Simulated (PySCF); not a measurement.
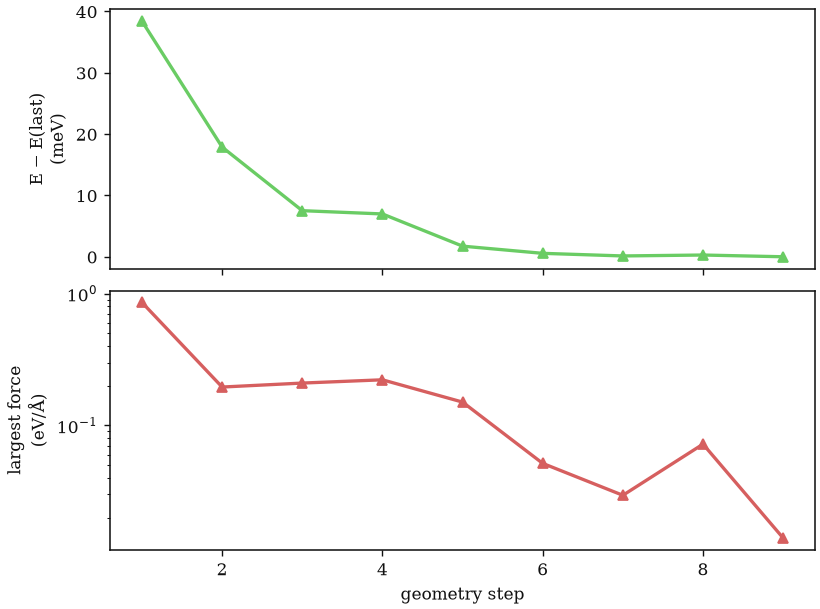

History of a geometry optimisation. C₅H₄O₂S (SMILES O=C(O)c1cccs1); PBE0-D3(BJ)/def2-SVP, geometry optimisation (PySCF 2.14.0, density fitting).

The optimisation met its thresholds at geometry 9, counting the start as the first. The energy fell by about 38 meV from the first step to the last. The largest force goes from about 0.86 eV/Å at the start to 0.014 eV/Å at the end.
